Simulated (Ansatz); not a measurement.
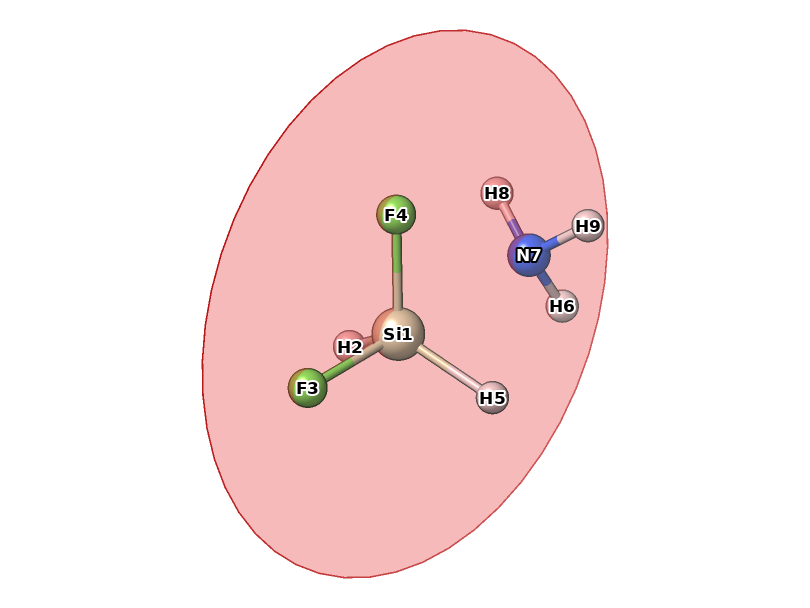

A disc through the centre of mass is drawn in. Distant atoms are faded towards the background colour. The geometry was computed by an optimisation with PBE0-D4/def2-TZVP.

Question: Is the plane of the disc a mirror plane of the structure?

Answer: Yes. The reflection leaves Si1, F3, F4, H6, N7 in place and moves H2 ↔ H5; H8 ↔ H9. The point group is Cs.
